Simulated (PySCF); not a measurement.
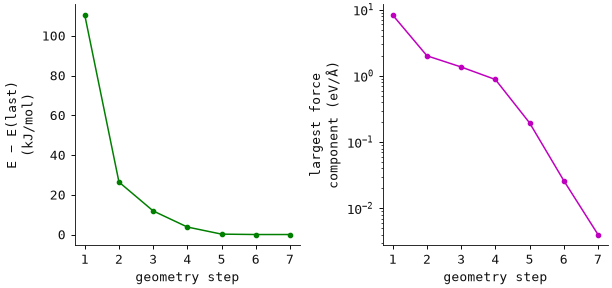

History of a geometry optimisation. The start has point group C2v, which is kept. A held symmetry can leave a saddle point.

The run: IrO2- molecule (charge −1), multiplicity 5, by UKS-based PBE0, Ir dyall-v2z, O def2-TZVP; non-relativistic; density fitting in PySCF.

### How did it end, and what did it gain?

The optimisation met its thresholds at geometry 7, counting the start as the first. The energy fell by about 110 kJ/mol from the first step to the last. The largest force component goes from about 8.3 eV/Å at the start to 4 × 10⁻³ eV/Å at the end.
